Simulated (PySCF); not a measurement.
# C₆H₇F: runs on many settings

Aim: see how C₆H₇F (`F[C@]12C[C@@H]3[C@H](C1)[C@@H]32`) answers to the choice of functional, basis, grid and SCF options, and what happens with inputs that are wrong on purpose.

Computed with PySCF 2.14.0, with density-fitted response routines of our own, on a single molecule in the gas phase. Atoms are numbered from 0 throughout.

**1. The starting structure**

14 atoms, charge 0, multiplicity 1; geometry from: GFN2-xTB.

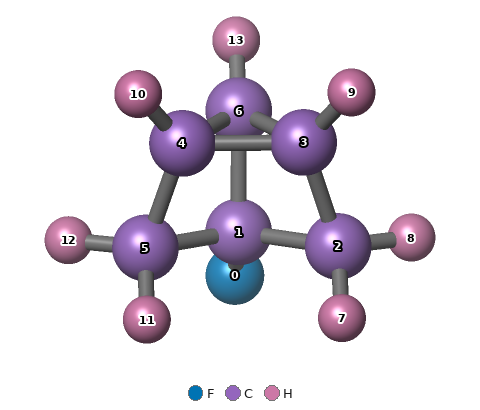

As it starts; fluorine blue, carbon purple, hydrogen pink, atoms numbered.

**2. Shielding tensors: PW91/cc-pVDZ**

The job: settings as JSON, then the geometry in Å.

```
{"job": {"kind": "nmr", "xc": "PW91", "basis": "cc-pVDZ", "pop": false, "grid": 1, "scf": {"aux": "def2-universal-jkfit"}}, "charge": 0, "multiplicity": 1}
F      0.103842    -2.087518     1.019800
C      0.061870    -0.883863     0.388967
C     -0.801638    -0.706432    -0.862583
C     -0.854672     0.753821    -0.446863
C      0.506137     1.105624     0.133638
C      1.362862    -0.146864     0.060751
C     -0.529520     0.425792     0.981511
H     -0.344471    -0.960210    -1.818684
H     -1.768564    -1.194720    -0.767127
H     -1.533385     1.500323    -0.820673
H      0.860609     2.119264     0.200976
H      1.846311    -0.393838    -0.884145
H      2.081321    -0.199449     0.875277
H     -0.991380     0.667597     1.916990
```

With the program's defaults for keys left out, this is: GIAO PW91/cc-pVDZ NMR shielding, non-relativistic, gas phase.

Run with:

```console
$ OMP_NUM_THREADS=1 python probes_run.py task.json out
```

The driver reads the jobs from task.json and runs them one after another.

The log of the run:

```text
final grid: 53688 points
cycle   1  E = -332.3913926835  dE =  1.138e+00  |g| = 6.319e-01  |ddm| = 7.467e+00
cycle   2  E = -332.2750548848  dE =  1.163e-01  |g| = 9.897e-01  |ddm| = 2.906e+00
cycle   3  E = -332.4813492575  dE = -2.063e-01  |g| = 5.859e-02  |ddm| = 1.679e+00
cycle   4  E = -332.4817798693  dE = -4.306e-04  |g| = 4.119e-02  |ddm| = 1.504e-01
cycle   5  E = -332.4821316220  dE = -3.518e-04  |g| = 5.966e-03  |ddm| = 6.388e-02
cycle   6  E = -332.4821372630  dE = -5.641e-06  |g| = 3.049e-03  |ddm| = 1.316e-02
cycle   7  E = -332.4821393299  dE = -2.067e-06  |g| = 5.683e-04  |ddm| = 5.360e-03
cycle   8  E = -332.4821394132  dE = -8.326e-08  |g| = 7.679e-05  |ddm| = 1.081e-03
cycle   9  E = -332.4821394143  dE = -1.065e-09  |g| = 4.397e-05  |ddm| = 2.146e-04
cycle  10  E = -332.4821394147  dE = -4.053e-10  |g| = 1.484e-05  |ddm| = 8.377e-05
converged SCF energy = -332.4821394147

GIAO shielding tensors (ppm)
atom      isotropic    diamagn.    paramagn.     s11        s22        s33       span
  0 F      331.637     468.393    -136.756    280.513    345.968    368.430     87.917
  1 C       98.336     244.217    -145.881     67.253     77.791    149.964     82.711
  2 C      151.391     251.042     -99.650    136.726    150.292    167.156     30.430
  3 C      177.873     248.514     -70.641    145.297    175.618    212.705     67.408
  4 C      177.852     248.504     -70.651    145.270    175.594    212.693     67.423
  5 C      151.395     251.043     -99.648    136.746    150.303    167.138     30.392
  6 C      152.544     251.097     -98.553    106.190    140.588    210.852    104.662
  7 H       29.449      30.755      -1.306     25.511     26.617     36.219     10.707
  8 H       29.323      29.746      -0.423     26.713     27.844     33.411      6.698
  9 H       30.234      31.234      -1.000     24.811     27.136     38.755     13.944
 10 H       30.233      31.234      -1.001     24.812     27.133     38.753     13.941
 11 H       29.449      30.756      -1.307     25.512     26.618     36.217     10.705
 12 H       29.325      29.751      -0.427     26.715     27.846     33.414      6.699
 13 H       28.394      32.634      -4.240     25.272     25.626     34.286      9.014
```

Wall time 6.9 s (1 thread of AMD EPYC 9R45, shared host); peak memory 0.55 GiB.

The references, computed at this level on geometries of the same kind, shield at (ppm): 1H TMS 31.64, 13C TMS 194.6, 19F CFCl3 164.7. Their shielding less the atom's gives the shift. The references are single molecules in the gas phase, so shifts against H2O, NH3, PH3, H3PO4 or CFCl3 are not on the usual liquid scales and can be off by tens of ppm. Atoms listed in one row are averaged.

| atoms | environment | σ (ppm) | δ (ppm) |
| --- | --- | --- | --- |
| C1 | fully substituted sp3 carbon bonded to F | 98.3 | 96.3 |
| C2, C5 | sp3 CH2 in a ring | 151.4 | 43.2 |
| C6 | three-membered-ring carbon | 152.5 | 42.1 |
| C3, C4 | three-membered-ring carbon | 177.9 | 16.8 |
| H13 | hydrogen on a three-membered-ring carbon | 28.39 | 3.25 |
| H8, H12 | hydrogen on an sp3 CH2 in a ring | 29.32 | 2.32 |
| H7, H11 | hydrogen on an sp3 CH2 in a ring | 29.45 | 2.20 |
| H9, H10 | hydrogen on a three-membered-ring carbon | 30.23 | 1.41 |
| F0 | fluorine on an sp3 carbon | 331.6 | -166.9 |

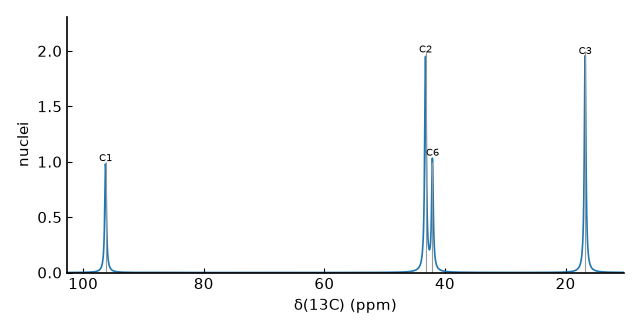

13C lines at the computed shifts, without couplings. Lines are broadened to a width of 0.32 ppm (Lorentzian).

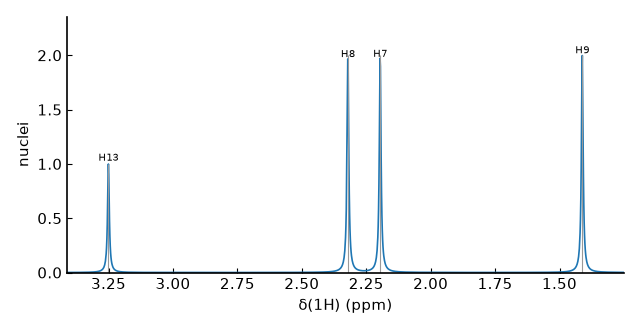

1H lines at the computed shifts, without couplings. Lines are broadened to a width of 0.01 ppm (Lorentzian).

Ring of atoms C1, C2, C3, C6: NICS(0) -10.3, NICS(1) -6.2, NICS(1)zz -2.6 ppm (means of both faces; NICS(1) differs between them: -12.5 and 0.0).

The two faces differ (NICS(1)zz 2.3 and -7.6 ppm).

Ring of atoms C1, C4, C5, C6: NICS(0) -10.3, NICS(1) -6.2, NICS(1)zz -2.6 ppm (means of both faces; NICS(1) differs between them: -12.5 and 0.0).

The two faces differ (NICS(1)zz -7.6 and 2.3 ppm).

Ring of atoms C3, C4, C6: NICS(0) -41.2, NICS(1) -10.1, NICS(1)zz -28.7 ppm (means of both faces).

In rings of three or four atoms NICS is ruled by the nearby σ bonds, so it says little on aromaticity.

**3. Shielding tensors: PW91/aug-pcSseg-1**

The job, as its differences from that of step 2:

```diff
@@ -1,2 +1,2 @@
-{"job": {"kind": "nmr", "xc": "PW91", "basis": "cc-pVDZ", "pop": false, "grid": 1, "scf": {"aux": "def2-universal-jkfit"}}, "charge": 0, "multiplicity": 1}
+{"job": {"kind": "nmr", "xc": "PW91", "basis": "aug-pcSseg-1", "pop": true}, "charge": 0, "multiplicity": 1}
 F      0.103842    -2.087518     1.019800
```

With the program's defaults for keys left out, this is: GIAO PW91/aug-pcSseg-1 NMR shielding, non-relativistic, gas phase.

The log of the run:

```text
coarse grid: 11944 points
cycle   1  E = -332.2894325993  dE =  1.097e+00  |g| = 6.363e-01  |ddm| = 6.968e+00
cycle   2  E = -332.1440070304  dE =  1.454e-01  |g| = 1.054e+00  |ddm| = 3.247e+00
cycle   3  E = -332.3808128112  dE = -2.368e-01  |g| = 6.291e-02  |ddm| = 2.326e+00
cycle   4  E = -332.3812838021  dE = -4.710e-04  |g| = 3.918e-02  |ddm| = 2.405e-01
cycle   5  E = -332.3815778173  dE = -2.940e-04  |g| = 8.205e-03  |ddm| = 9.026e-02
cycle   6  E = -332.3815868778  dE = -9.060e-06  |g| = 4.271e-03  |ddm| = 3.630e-02
cycle   7  E = -332.3815905291  dE = -3.651e-06  |g| = 6.951e-04  |ddm| = 1.327e-02
final grid: 116456 points
cycle   8  E = -332.4532857251  dE = -9.115e-05  |g| = 1.138e-02  |ddm| = 4.258e-01
cycle   9  E = -332.4532077516  dE =  7.797e-05  |g| = 2.260e-02  |ddm| = 7.491e-02
cycle  10  E = -332.4533147836  dE = -1.070e-04  |g| = 2.121e-03  |ddm| = 4.868e-02
cycle  11  E = -332.4533155627  dE = -7.791e-07  |g| = 4.265e-04  |ddm| = 4.087e-03
cycle  12  E = -332.4533155930  dE = -3.035e-08  |g| = 5.701e-05  |ddm| = 1.462e-03
cycle  13  E = -332.4533155935  dE = -4.528e-10  |g| = 3.619e-05  |ddm| = 2.402e-04
cycle  14  E = -332.4533155938  dE = -2.968e-10  |g| = 6.791e-06  |ddm| = 8.159e-05
converged SCF energy = -332.4533155938

GIAO shielding tensors (ppm)
atom      isotropic    diamagn.    paramagn.     s11        s22        s33       span
  0 F      319.928     461.287    -141.358    270.848    328.710    360.228     89.380
  1 C       80.456     200.340    -119.884     44.569     59.728    137.071     92.502
  2 C      136.617     248.175    -111.558    121.023    135.789    153.040     32.018
  3 C      166.668     217.412     -50.745    130.119    165.335    204.549     74.430
  4 C      166.669     217.416     -50.747    130.131    165.331    204.546     74.415
  5 C      136.629     248.158    -111.529    121.026    135.812    153.050     32.024
  6 C      137.729     223.467     -85.737     88.172    121.916    203.100    114.928
  7 H       29.338      25.460       3.877     25.451     26.565     35.997     10.546
  8 H       29.143      22.819       6.325     26.546     27.676     33.209      6.663
  9 H       29.982      33.135      -3.153     24.449     26.706     38.792     14.344
 10 H       29.983      33.127      -3.144     24.450     26.704     38.793     14.343
 11 H       29.338      25.464       3.874     25.451     26.565     35.998     10.547
 12 H       29.144      22.806       6.338     26.546     27.677     33.209      6.663
 13 H       28.119      35.842      -7.722     24.853     25.412     34.094      9.241
```

Run time: 26 s. Hardware: 1 thread of AMD EPYC 9R45, shared host; peak memory 0.82 GiB.

Key values: δ C1 101.5, C2 45.3, C6 44.2, C3 15.3, H13 3.49, H8 2.47 ppm (means over like atoms).

**4. NMR shieldings: B97-D/ANO-RCC-VDZP**

The job, as its differences from that of step 3:

```diff
@@ -1,2 +1,2 @@
-{"job": {"kind": "nmr", "xc": "PW91", "basis": "aug-pcSseg-1", "pop": true}, "charge": 0, "multiplicity": 1}
+{"job": {"kind": "nmr", "xc": "B97-D", "basis": "ANO-RCC-VDZP", "pop": true, "scf": {"conv": 1e-08}}, "charge": 0, "multiplicity": 1}
 F      0.103842    -2.087518     1.019800
```

With the program's defaults for keys left out, this is: GIAO B97-D/ANO-RCC-VDZP NMR shielding, non-relativistic, gas phase.

The log of the run:

```text
final grid: 116456 points
cycle   1  E = -332.3542888370  dE =  1.104e+00  |g| = 6.288e-01  |ddm| = 5.325e+00
cycle   2  E = -332.2305485608  dE =  1.237e-01  |g| = 1.013e+00  |ddm| = 1.519e+00
cycle   3  E = -332.4444283389  dE = -2.139e-01  |g| = 8.662e-02  |ddm| = 9.541e-01
cycle   4  E = -332.4455362841  dE = -1.108e-03  |g| = 4.898e-02  |ddm| = 1.159e-01
cycle   5  E = -332.4460202871  dE = -4.840e-04  |g| = 5.673e-03  |ddm| = 5.008e-02
cycle   6  E = -332.4460254089  dE = -5.122e-06  |g| = 3.235e-03  |ddm| = 8.881e-03
cycle   7  E = -332.4460278732  dE = -2.464e-06  |g| = 5.113e-04  |ddm| = 3.475e-03
cycle   8  E = -332.4460279413  dE = -6.809e-08  |g| = 9.442e-05  |ddm| = 6.988e-04
cycle   9  E = -332.4460279425  dE = -1.239e-09  |g| = 6.487e-05  |ddm| = 1.723e-04
converged SCF energy = -332.4460279425

GIAO shielding tensors (ppm)
atom      isotropic    diamagn.    paramagn.     s11        s22        s33       span
  0 F      340.268     468.797    -128.529    294.739    349.375    376.690     81.951
  1 C       89.389     244.778    -155.389     55.884     69.063    143.219     87.335
  2 C      143.237     243.273    -100.036    128.224    142.740    158.745     30.521
  3 C      172.905     245.677     -72.772    137.598    169.767    211.351     73.753
  4 C      172.905     245.674     -72.769    137.612    169.754    211.350     73.738
  5 C      143.256     243.281    -100.025    128.231    142.773    158.764     30.533
  6 C      145.968     248.203    -102.235     99.143    130.418    208.343    109.200
  7 H       29.640      31.150      -1.511     25.865     26.701     36.352     10.487
  8 H       29.486      30.304      -0.818     26.992     27.844     33.622      6.629
  9 H       30.173      31.578      -1.405     24.680     26.794     39.045     14.365
 10 H       30.173      31.579      -1.405     24.681     26.792     39.046     14.364
 11 H       29.640      31.152      -1.512     25.865     26.702     36.353     10.488
 12 H       29.487      30.309      -0.822     26.993     27.846     33.623      6.630
 13 H       28.219      32.849      -4.630     24.906     25.340     34.411      9.505
```

It took 32 s on 1 thread of AMD EPYC 9R45, shared host; peak memory 0.64 GiB.

Key values: δ C1 96.0, C2 42.1, C6 39.4, C3 12.4, H13 3.69, H8 2.42 ppm (means over like atoms).

**5. Ultraviolet spectrum: revPBE/def2-SVPD**

The job, as its differences from that of step 4:

```diff
@@ -1,2 +1,2 @@
-{"job": {"kind": "nmr", "xc": "B97-D", "basis": "ANO-RCC-VDZP", "pop": true, "scf": {"conv": 1e-08}}, "charge": 0, "multiplicity": 1}
+{"job": {"kind": "uv", "xc": "revPBE", "basis": "def2-SVPD", "nstates": 1, "ntriplets": 5, "tda": false}, "charge": 0, "multiplicity": 1}
 F      0.103842    -2.087518     1.019800
```

Level: TDDFT revPBE/def2-SVPD, vertical, gas phase, core orbitals frozen in the response.

The log of the run:

```text
coarse grid: 11944 points
cycle   1  E = -332.1389855232  dE =  1.029e+00  |g| = 5.609e-01  |ddm| = 8.474e+00
cycle   2  E = -332.0343668759  dE =  1.046e-01  |g| = 9.017e-01  |ddm| = 2.494e+00
cycle   3  E = -332.2137865575  dE = -1.794e-01  |g| = 5.211e-02  |ddm| = 2.105e+00
cycle   4  E = -332.2140988848  dE = -3.123e-04  |g| = 3.610e-02  |ddm| = 2.551e-01
cycle   5  E = -332.2143566562  dE = -2.578e-04  |g| = 7.305e-03  |ddm| = 1.134e-01
cycle   6  E = -332.2143652196  dE = -8.563e-06  |g| = 3.217e-03  |ddm| = 5.308e-02
cycle   7  E = -332.2143674927  dE = -2.273e-06  |g| = 5.177e-04  |ddm| = 8.819e-03
final grid: 116456 points
cycle   8  E = -332.2758105408  dE = -6.437e-05  |g| = 1.260e-02  |ddm| = 5.354e-01
cycle   9  E = -332.2757237058  dE =  8.684e-05  |g| = 2.317e-02  |ddm| = 1.283e-01
cycle  10  E = -332.2758499753  dE = -1.263e-04  |g| = 2.489e-03  |ddm| = 9.780e-02
cycle  11  E = -332.2758510434  dE = -1.068e-06  |g| = 5.138e-04  |ddm| = 4.269e-03
cycle  12  E = -332.2758510892  dE = -4.582e-08  |g| = 6.128e-05  |ddm| = 3.902e-03
cycle  13  E = -332.2758510899  dE = -6.191e-10  |g| = 3.494e-05  |ddm| = 2.989e-04
cycle  14  E = -332.2758510901  dE = -2.825e-10  |g| = 7.119e-06  |ddm| = 6.849e-05
converged SCF energy = -332.2758510901

Static polarisability (au): isotropic 62.965, principal 60.058 63.801 65.037

Singlet excitations
state   eV       nm        f      main configurations
  1   6.4073    193.5   0.00399   H->L 1.00

Triplet excitations (Tamm-Dancoff, eV): 6.3189 6.5384 6.7954 7.0437 7.0548
```

Wall time 15 s (1 thread of AMD EPYC 9R45, shared host); peak memory 0.67 GiB.

The orbitals next to the gap, with their largest atomic shares:

| orbital | eV | atoms |
| --- | --- | --- |
| HOMO−3 | -7.34 | C6 18 %, F0 17 %, C1 14 % |
| HOMO−2 | -7.26 | F0 20 %, C2 18 %, C5 18 % |
| HOMO−1 | -6.90 | C3 25 %, C4 25 %, C6 16 % |
| HOMO | -6.15 | C6 30 %, C3 14 %, C4 14 % |
| LUMO | 0.23 | C3 13 %, C4 13 %, H9 13 % |
| LUMO+1 | 0.46 | C1 14 %, F0 14 %, C2 11 % |
| LUMO+2 | 0.77 | H10 10 %, H9 10 %, C5 10 % |

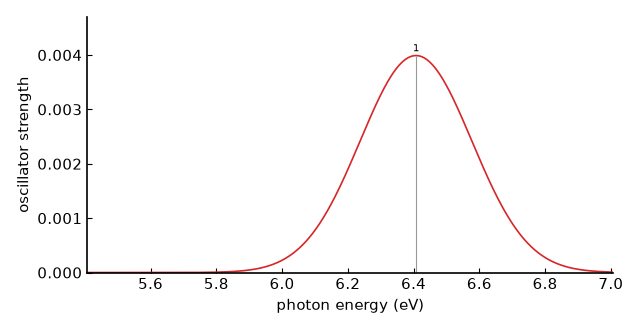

Absorption spectrum from the 1 singlet states computed; above the last one it falls off for lack of states. Lines are broadened to a width of 0.40 eV (Gaussian).

Further results of this job:

| property | computed |
| --- | --- |
| dipole moment (D) | 1.81 |
| polarisability (Å³) | 9.33 |
| HOMO–LUMO gap (eV) | 6.39 |
| −ε(HOMO) (eV) | 6.15 |

**6. Shielding tensors: KT3/pcSseg-1**

The job, as its differences from that of step 5:

```diff
@@ -1,2 +1,2 @@
-{"job": {"kind": "uv", "xc": "revPBE", "basis": "def2-SVPD", "nstates": 1, "ntriplets": 5, "tda": false}, "charge": 0, "multiplicity": 1}
+{"job": {"kind": "nmr", "xc": "KT3", "basis": "pcSseg-1", "pop": false, "scf": {"max_cycle": 8}}, "charge": 0, "multiplicity": 1}
 F      0.103842    -2.087518     1.019800
```

With the program's defaults for keys left out, this is: GIAO KT3/pcSseg-1 NMR shielding, non-relativistic, gas phase.

The log of the run:

```text
final grid: 116456 points
cycle   1  E = -337.4806783088  dE =  1.140e+00  |g| = 6.766e-01  |ddm| = 3.487e+00
cycle   2  E = -337.3625953632  dE =  1.181e-01  |g| = 1.056e+00  |ddm| = 1.744e+00
cycle   3  E = -337.5738837559  dE = -2.113e-01  |g| = 8.113e-02  |ddm| = 1.128e+00
cycle   4  E = -337.5748435308  dE = -9.598e-04  |g| = 4.729e-02  |ddm| = 1.122e-01
cycle   5  E = -337.5752908982  dE = -4.474e-04  |g| = 5.752e-03  |ddm| = 5.614e-02
cycle   6  E = -337.5752954241  dE = -4.526e-06  |g| = 3.413e-03  |ddm| = 1.108e-02
cycle   7  E = -337.5752981360  dE = -2.712e-06  |g| = 4.823e-04  |ddm| = 3.592e-03
cycle   8  E = -337.5752981917  dE = -5.575e-08  |g| = 9.072e-05  |ddm| = 7.210e-04
SCF not converged, last energy = -337.5752981917
```

It took 6.6 s on 1 thread of AMD EPYC 9R45, shared host; peak memory 0.5 GiB.

Why it failed: The cap of 8 cycles ended the SCF at a gradient of 9.1e-05. Cure: raise the cap. Numbers printed on the way are no properties of the molecule.

**7. Run by run: NMR shifts**

Shifts (ppm) of some atoms, chosen among heavy atoms and hydrogens apart, means over like atoms, with basis size and wall time:

| run | C1 | C2 | C6 | C3 | H13 | H9 | F0 | functions | time |
| --- | --- | --- | --- | --- | --- | --- | --- | --- | --- |
| PW91/cc-pVDZ | 96.3 | 43.2 | 42.1 | 16.8 | 3.25 | 1.41 | -166.9 | 133 | 6.9 s |
| PW91/aug-pcSseg-1 | 101.5 | 45.3 | 44.2 | 15.3 | 3.49 | 1.63 | -187.2 | 245 | 26 s |
| B97-D/ANO-RCC-VDZP | 96.0 | 42.1 | 39.4 | 12.4 | 3.69 | 1.74 | -183.8 | 133 | 32 s |

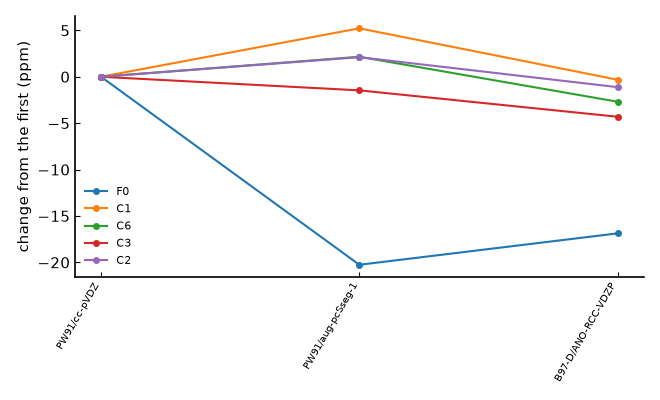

How five of the tabulated atoms move from run to run.

**8. Summary of results**

| quantity | value |
| --- | --- |
| 13C shifts against TMS (PW91/cc-pVDZ, means over atoms taken as alike) | 96.3, 43.2, 42.1, 16.8 ppm |
| 1H shifts against TMS (PW91/cc-pVDZ, means over atoms taken as alike) | 3.25, 2.32, 2.20, 1.41 ppm |
| 19F shifts against CFCl3 (PW91/cc-pVDZ) | -166.9 ppm |
| lowest singlet (revPBE/def2-SVPD) | 6.41 eV (194 nm), f = 0.004 |
| lowest triplet | 6.32 eV |
| range of the shift of F0 | -187.2 to -166.9 ppm |
| property runs in this session | 5, of which 1 failed and 0 gave unsound results |

**Reading.** Single values in the summary come from the first run of each kind that ended normally (PW91/cc-pVDZ; revPBE/def2-SVPD), which need not be the best level. At PW91/cc-pVDZ: The widest tensor belongs to C6: span 105 ppm, with a paramagnetic part of -99 ppm. The lowest singlet, at 6.41 eV, is HOMO→LUMO 1.00 and is weak. The lowest triplet lies 0.09 eV below the lowest singlet (triplets in Tamm-Dancoff, singlets in full TDDFT). States above −ε(HOMO) lie where TDDFT describes them poorly and they hang on the basis; the brightest is among them. Across the 3 runs the shift of F0 moves most, between -187.2 (PW91/aug-pcSseg-1) and -166.9 ppm (PW91/cc-pVDZ).
